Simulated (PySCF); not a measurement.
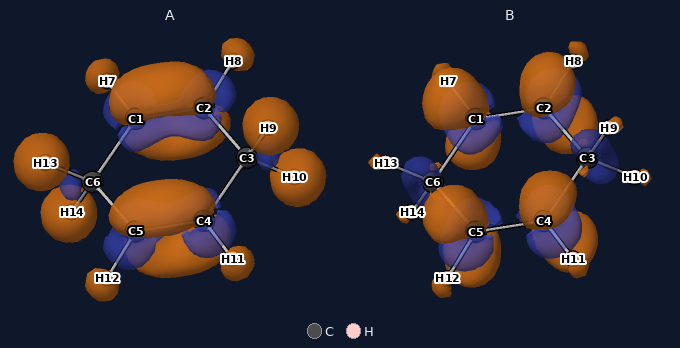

Figure. C₆H₈, SMILES `C1=CCC=CC1`. The two Fukui functions at ±0.03 e/Å³ (orange positive, blue negative).

Computed with PySCF, B3LYP/6-311G**, geometry: GFN2-xTB. No frequency check shows the geometry to be a minimum.

The calculation's input:

```python
import numpy as np
from pyscf import gto, scf, dft
from pyscf.scf import atom_ks, atom_hf
from scipy.linalg import block_diag

def solve(mol, dm0=None, hcore=None):
    mf = (dft.UKS if mol.spin else dft.RKS)(mol, xc='b3lyp')
    mf.grids.level = 3
    mf = mf.density_fit(auxbasis='def2-universal-jkfit')
    mf.conv_tol, mf.max_cycle = 1e-8, 80
    if hcore is not None:
        mf.get_hcore = lambda *args: hcore
    mf.kernel(dm0)
    if not mf.converged:
        mf = mf.newton().run(mf.mo_coeff, mf.mo_occ, max_cycle=30)
    assert mf.converged, 'SCF not converged'
    return mf

mol = gto.M(atom='''
C     -0.65837     1.24548    -0.00091
C      0.66233     1.24338     0.00066
C      1.49144    -0.00189     0.00034
C      0.65837    -1.24548    -0.00091
C     -0.66233    -1.24338     0.00066
C     -1.49144     0.00189     0.00034
H     -1.20754     2.17787    -0.00212
H      1.21448     2.17401     0.00187
H      2.15138    -0.00456     0.87681
H      2.15138    -0.00229    -0.87706
H      1.20754    -2.17787    -0.00212
H     -1.21448    -2.17401     0.00187
H     -2.15138     0.00456     0.87681
H     -2.15138     0.00229    -0.87706
''', basis='6-311g**', charge=0, spin=0, verbose=4)
mf = solve(mol)
out = dict(e0=mf.e_tot, dm0=mf.make_rdm1(), c=mf.mo_coeff, occ=mf.mo_occ, eps=mf.mo_energy)
for name, dq, spin in [('cation', 1, 1), ('anion', -1, 1)]:
    ion = mol.copy().set(charge=mol.charge + dq, spin=spin).build()
    mi = solve(ion)
    if spin and dq > 0 and mol.nao < 130:
        c, _, stable, _ = mi.stability(return_status=True)
        if not stable:
            mi = solve(ion, mi.make_rdm1(c, mi.mo_occ))
    print(name, 'vertical energy change / eV', (mi.e_tot - mf.e_tot) * 27.211386)
    out.update({'e_' + name: mi.e_tot, 'dm_' + name: mi.make_rdm1(), 's2_' + name: mi.spin_square()[0], 'eps_' + name: mi.mo_energy, 'occ_' + name: mi.mo_occ})
# spherically averaged free atoms, for the promolecule
atm = atom_ks.get_atm_nrks(mol, xc='b3lyp')
pro = block_diag(*[(atm[a[0]][2] * atm[a[0]][3]) @ atm[a[0]][2].T for a in mol._atom])
np.savez('result.npz', pro=pro, **out)
```

Run with:

```sh
OMP_NUM_THREADS=1 python input.py
```

The run took 76 s on 1 thread of Intel(R) Xeon(R) Platinum 8375C CPU @ 2.90GHz (Ice Lake), on a shared host, peak memory 0.75 GiB.

Partitions, critical points and surface values were worked out afterwards from this run's density.

Which panel is f⁻ (electron removed) and which f⁺ (electron added)?

A is f⁻, B is f⁺. f⁻ (Hirshfeld-condensed) is largest on C1, C2, C4 and C5 (0.10 each) and H9, H10, H13 and H14 (0.07 each); the vertical ionisation energy is 8.59 eV (the stability of the cation's solution wasn't checked). f⁺ (Hirshfeld-condensed) is largest on C1, C2, C4 and C5 (0.12 each) and H7, H8, H11 and H12 (0.07 each); the vertical electron affinity is −2.44 eV (the stability of the anion's solution wasn't checked; negative, but this basis has no diffuse functions, so it doesn't show that the anion is unbound).

What chemical potential and hardness follow from the two energies?

μ = −(I + A)/2 = −3.07 eV and η = I − A = 11.04 eV.
